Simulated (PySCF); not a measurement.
**[Lu(NH3)3]3+: other functionals and bases at one geometry**

Aim: see how levels, charges and forces of [Lu(NH3)3]3+ depend on the level of theory. The structure is generated, not taken from experiment.

Method: several levels, as the steps say, no spin–orbit coupling; program: PySCF 2.14.0.

2 further runs of the same task are left out: 2 for a known fault of the program.

## Step 1: Where the work starts

13 atoms, charge 3, spin multiplicity 1.

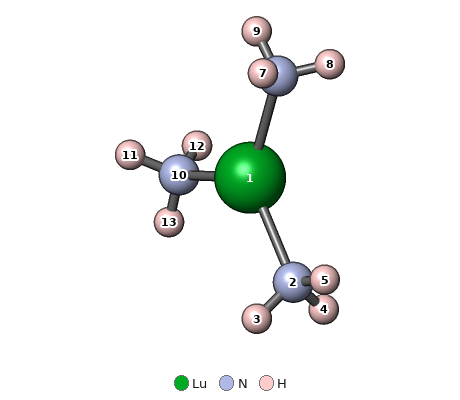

The geometry (lutetium green, nitrogen light blue, hydrogen pink); atoms are numbered from 1 in the order of the file.

As a file:

```xyz
13
H9LuN3
Lu    0.0000    0.0000    0.0000
N     2.3500    0.0011    0.0000
H     2.8064   -0.4727    0.8170
H     2.8064   -0.4727   -0.8170
H     2.8069    0.9446    0.0000
N    -1.1760    2.0347    0.0000
H    -0.9939    2.6668    0.8170
H    -0.9939    2.6668   -0.8170
H    -2.2215    1.9585    0.0000
N    -1.1741   -2.0358    0.0000
H    -1.8126   -2.1941    0.8170
H    -1.8126   -2.1941   -0.8170
H    -0.5854   -2.9031    0.0000
```

Formal oxidation states: Lu +3. Each metal's 14 4f electrons lie in its core potential, so multiplicities, spins and levels count the valence alone. An earlier session relaxed this geometry at BP86, Lu lcecp-1-SVP with ECP60, N def2-SVP, H def2-SVP (singlet, point group C3h).

At BP86 on the finer grid: E = -208.555191 Eh, HOMO -23.30 eV, LUMO -17.56 eV, Mulliken charge on Lu1 +1.65 e, largest force component 0.002 eV/Å. 

Levels to run: BLYP; M06-L; PBE; wB97X; BP86, TZVP. Hardware: 2 threads of Arm Neoverse V2, shared host.

## Step 2: BLYP

Contents of run.py (the lines that set the calculation):

```python
mol = gto.M(atom='''
Lu     0.00000     0.00000     0.00000
N      2.35005     0.00111     0.00000
H      2.80642    -0.47267     0.81696
H      2.80642    -0.47267    -0.81696
H      2.80688     0.94458     0.00000
N     -1.17598     2.03465     0.00000
H     -0.99386     2.66677     0.81696
H     -0.99386     2.66677    -0.81696
H     -2.22147     1.95854     0.00000
N     -1.17407    -2.03576     0.00000
H     -1.81256    -2.19410     0.81696
H     -1.81256    -2.19410    -0.81696
H     -0.58541    -2.90312     0.00000''',
    basis={'Lu': 'lcecp-1-SVP', 'N': 'def2-SVP', 'H': 'def2-SVP'},
    ecp={'Lu': 'lcecp-1-SVP'},
    charge=3, spin=0)
mf = dft.RKS(mol, xc='BLYP')
mf.grids.atom_grid = (75, 302)  # f atoms: unpruned, at least (60, 302)
mf = mf.density_fit()  # fitting sets: Lu AutoAux, N def2-universal-JKFIT, H def2-universal-JKFIT
mf.conv_tol = 1e-08; mf.max_cycle = 55
mf.kernel(dm0)  # dm0: the density of the relaxed state
```

On the command line:

```sh
$ OMP_NUM_THREADS=2 python run.py
```

## Step 3: M06-L

run.py (the lines that set the calculation), as its differences from that of step 2:

```diff
@@ -17,3 +17,3 @@
     charge=3, spin=0)
-mf = dft.RKS(mol, xc='BLYP')
+mf = dft.RKS(mol, xc='M06L')
 mf.grids.atom_grid = (75, 302)  # f atoms: unpruned, at least (60, 302)
```

## Step 4: PBE

run.py (the lines that set the calculation), as its differences from that of step 3:

```diff
@@ -17,3 +17,3 @@
     charge=3, spin=0)
-mf = dft.RKS(mol, xc='M06L')
+mf = dft.RKS(mol, xc='PBE')
 mf.grids.atom_grid = (75, 302)  # f atoms: unpruned, at least (60, 302)
```

## Step 5: wB97X

run.py (the lines that set the calculation), as its differences from that of step 4:

```diff
@@ -17,3 +17,3 @@
     charge=3, spin=0)
-mf = dft.RKS(mol, xc='PBE')
+mf = dft.RKS(mol, xc='WB97X')
 mf.grids.atom_grid = (75, 302)  # f atoms: unpruned, at least (60, 302)
```

## Step 6: BP86, TZVP

Basis: Lu lcecp-1-TZVP with ECP60, N def2-TZVP, H def2-TZVP. 

run.py (the lines that set the calculation), as its differences from that of step 5:

```diff
@@ -14,6 +14,6 @@
 H     -0.58541    -2.90312     0.00000''',
-    basis={'Lu': 'lcecp-1-SVP', 'N': 'def2-SVP', 'H': 'def2-SVP'},
-    ecp={'Lu': 'lcecp-1-SVP'},
+    basis={'Lu': 'lcecp-1-TZVP', 'N': 'def2-TZVP', 'H': 'def2-TZVP'},
+    ecp={'Lu': 'lcecp-1-TZVP'},
     charge=3, spin=0)
-mf = dft.RKS(mol, xc='WB97X')
+mf = dft.RKS(mol, xc='B88,P86')
 mf.grids.atom_grid = (75, 302)  # f atoms: unpruned, at least (60, 302)
@@ -21,2 +21,2 @@
 mf.conv_tol = 1e-08; mf.max_cycle = 55
-mf.kernel(dm0)  # dm0: the density of the relaxed state
+mf.kernel(dm0)  # dm0: free metal ions and neutral atoms
```

Before running it: what results should come out? Wanted: for each run, HOMO; gap; charge on Lu1; dipole; largest force.

As calculated:

| level | state | HOMO (eV) | gap (eV) | charge on Lu1 (e) | dipole (D) | largest force (eV/Å) | basis functions | time |
| --- | --- | --- | --- | --- | --- | --- | --- | --- |
| BP86 (relaxed here) | singlet | -23.30 | 5.74 | 1.65 | 0.00 | 0.00 | 120 | 16 s |
| BLYP | singlet | -23.05 | 5.19 | 1.61 | 0.00 | 0.13 | 120 | 6.8 s |
| M06-L | singlet | -23.55 | 6.67 | 1.87 | 0.00 | 0.48 | 120 | 11 s |
| PBE | singlet | -23.20 | 5.42 | 1.63 | 0.00 | 0.04 | 120 | 6.4 s |
| wB97X | singlet | -27.26 | 12.88 | 1.80 | 0.00 | 0.48 | 120 | 8.4 s |
| BP86, TZVP | singlet | -23.24 | 5.72 | 1.96 | 0.00 | 0.44 | 194 | 28 s |

Times are on 2 threads of Arm Neoverse V2, shared host; the first row also made further properties. The dipole of a charged species depends on the origin, so these sizes hold for this origin alone.

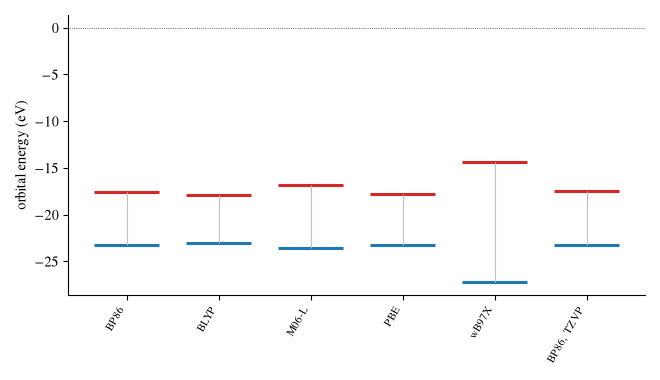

Highest filled and lowest empty level, method by method.

In one basis the HOMO–LUMO gap runs from 5.19 eV (BLYP) to 12.88 eV (wB97X). The largest leftover force, 0.48 eV/Å with wB97X, stands at a geometry relaxed at another level. The Mulliken charge on Lu spans +1.61 to +1.96 e over the levels. With 4f in the core, its levels are missing from HOMO and gap. Total energies of different levels can't be compared. Spin–orbit coupling is left out throughout.
